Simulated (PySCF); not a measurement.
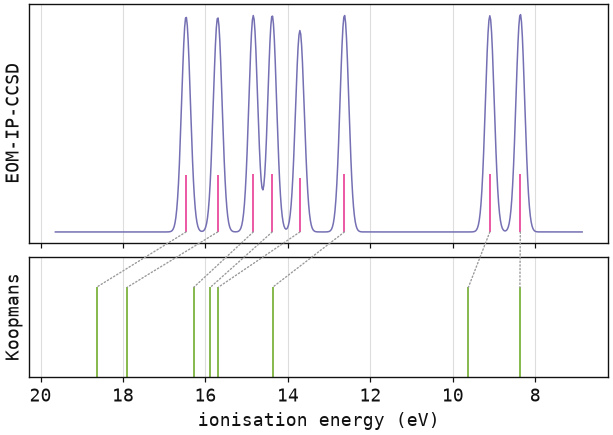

Valence photoelectron lines of C₄H₄FN, SMILES Fc1cc[nH]c1: vertical EOM-IP-CCSD/aug-cc-pVDZ (frozen core, PySCF, at a PBE0-D3(BJ)/def2-SVP geometry (no frequency check); 8 lines, one for each of the 8 highest orbitals, so a line of a deeper orbital can be missing among them) above, Hartree-Fock orbital energies with the sign turned below, non-relativistic; dotted lines join each line to its leading orbital. Stick heights are one-hole weights (summed over degenerate lines), not cross-sections; Gaussian width 0.25 eV.

> What is the first vertical ionisation energy, and how far is Koopmans' value off?

8.36 eV from the HOMO; Koopmans gives 8.37 eV, 0.01 eV too high.

> List the lines.

| hole | EOM-IP-CCSD (eV) | Koopmans (eV) | one-hole weight |
| --- | --- | --- | --- |
| HOMO | 8.36 | 8.37 | 0.96 |
| HOMO-1 | 9.10 | 9.62 | 0.95 |
| HOMO-2 | 12.63 | 14.37 | 0.95 |
| HOMO-3 | 13.71 | 15.69 | 0.89 |
| HOMO-4 | 14.38 | 15.88 | 0.95 |
| HOMO-5 | 14.84 | 16.28 | 0.95 |
| HOMO-6 | 15.70 | 17.90 | 0.94 |
| HOMO-7 | 16.47 | 18.64 | 0.95 |

Caveats: small basis, so the lines can lie some tenths of an eV too low.
